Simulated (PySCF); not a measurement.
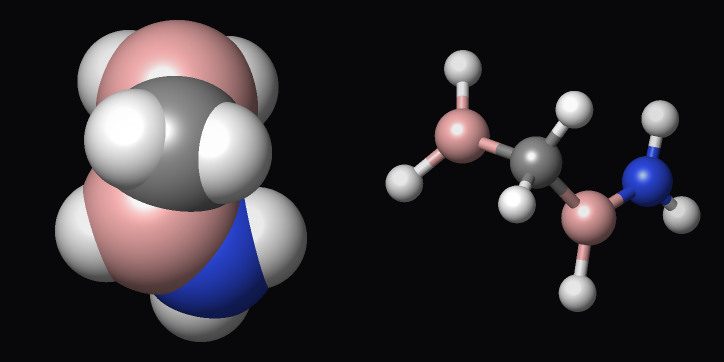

Two views of one molecule. Colours: boron pink, carbon grey, nitrogen blue, hydrogen white.

Computed geometry: PBE0-D3(BJ)/def2-SVP optimisation. No frequency run is at hand to confirm it as a minimum.

Identify the structure.

Formula CH7B2N. SMILES: `BCBN`. It has no ring. Among its groups: B–H bond. The point group is C1. Coordination: 2 B trigonal planar; 1 C tetrahedral; 1 N trigonal planar.

More results for the same structure follow; atom numbers are the same in all pictures, views and colours differ.

### Geometry

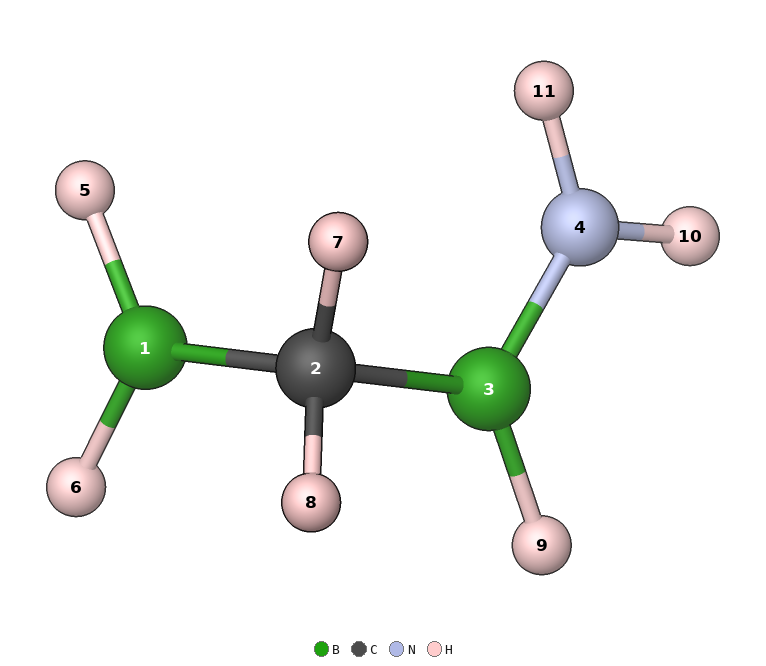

No frequency run is at hand to confirm it as a minimum.

Which atoms are bonded, and how long are the bonds?

```
  bond  length (Å)   order
 B1–C2       1.542  single
 B1–H5       1.213  single
 B1–H6       1.212  single
 C2–B3       1.594  single
 C2–H7       1.101  single
 C2–H8       1.100  single
 B3–N4       1.393  single
 B3–H9       1.211  single
N4–H10       1.011  single
N4–H11       1.013  single
```

### NMR shielding

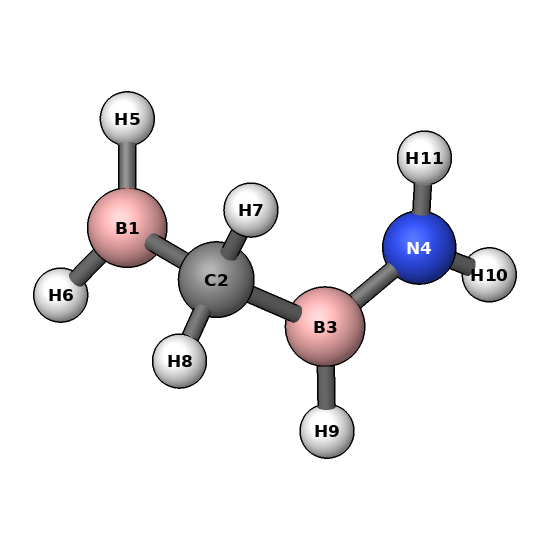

No frequency run is at hand to confirm it as a minimum. Level of theory: GIAO PBE0/cc-pVTZ NMR shielding, non-relativistic, gas phase (PySCF 2.14.0). Principal shieldings σ11 ≤ σ22 ≤ σ33, span Ω = σ33 − σ11, skew κ = 3(σiso − σ22)/Ω.

Question: Which B atom has the most anisotropic shielding?

Answer: B1, with a span of 186 ppm.

Give the shielding tensors of the B atoms.

```
atom    σ11   σ22    σ33  σiso      Ω     κ
  B1  −51.5  −9.0  134.4  24.6  185.9  0.54
  B3   30.0  47.7  118.7  65.5   88.7  0.60
```

Shieldings and span in ppm.

### Core levels

No frequency run is at hand to confirm it as a minimum. Properties computed with delta-SCF UKS PBE, pcX-2 on the ionised atom, pcseg-1 elsewhere, spin-free X2C (PySCF 2.14.0).

Give the core-electron binding energies (to vacuum) of B1 1s, C2 1s, B3 1s, N4 1s.

```csv
atom,level,binding energy (eV)
B1,1s,194.8
C2,1s,288.9
B3,1s,195.0
N4,1s,404.6
```

### Levels of theory compared

No frequency run is at hand to confirm it as a minimum. Program: PySCF 2.14.0.

At this fixed geometry, give HOMO–LUMO gap (eV), dipole (D), HOMO energy (eV) at these levels: CAM-B3LYP/pcSseg-2; LC-wPBE/pcSseg-2; PBE0/6-311+G(2d,p); PBE0/6-31G; PBE0/aug-cc-pVDZ; PBE0/cc-pVDZ; PBE0/cc-pVTZ; PBE0/def2-SVP; PBE0/pcSseg-0; PBE0/pcSseg-2; WP04/pcSseg-2.

```tsv
level	HOMO–LUMO gap (eV)	dipole (D)	HOMO energy (eV)
CAM-B3LYP/pcSseg-2	9.57	1.99	−9.77
LC-wPBE/pcSseg-2	12.13	1.97	−11.16
PBE0/6-311+G(2d,p)	7.06	2.04	−8.35
PBE0/6-31G	7.21	2.30	−8.10
PBE0/aug-cc-pVDZ	7.04	2.02	−8.33
PBE0/cc-pVDZ	7.10	2.28	−8.17
PBE0/cc-pVTZ	7.09	2.12	−8.31
PBE0/def2-SVP	7.13	2.31	−8.24
PBE0/pcSseg-0	7.23	2.39	−8.42
PBE0/pcSseg-2	7.07	2.05	−8.35
WP04/pcSseg-2	6.35	1.92	−9.37
```

### Quadrupole coupling

No frequency run is at hand to confirm it as a minimum. Electric field gradients from the ground-state density, PBE0/6-311+G(2d,p) (PySCF 2.14.0), non-relativistic apart from any core potentials.

Give the largest field-gradient component, the quadrupole coupling constant and the asymmetry for 11B at B1 (Q = 40.59 mb), 11B at B3 (Q = 40.59 mb), 14N at N4 (Q = 20.44 mb), 2H at H5 (Q = 2.86 mb), 2H at H6 (Q = 2.86 mb), 2H at H7 (Q = 2.86 mb), 2H at H8 (Q = 2.86 mb).

```json
{"atom": "B1", "V_zz (a.u.)": "0.578", "e²qQ/h (MHz)": "5.51", "η": "0.04"}
{"atom": "B3", "V_zz (a.u.)": "0.400", "e²qQ/h (MHz)": "3.81", "η": "0.11"}
{"atom": "N4", "V_zz (a.u.)": "−0.530", "e²qQ/h (MHz)": "−2.55", "η": "0.78"}
{"atom": "H5", "V_zz (a.u.)": "0.192", "e²qQ/h (MHz)": "0.129", "η": "0.13"}
{"atom": "H6", "V_zz (a.u.)": "0.192", "e²qQ/h (MHz)": "0.129", "η": "0.13"}
{"atom": "H7", "V_zz (a.u.)": "0.301", "e²qQ/h (MHz)": "0.202", "η": "0.07"}
{"atom": "H8", "V_zz (a.u.)": "0.301", "e²qQ/h (MHz)": "0.203", "η": "0.06"}
```
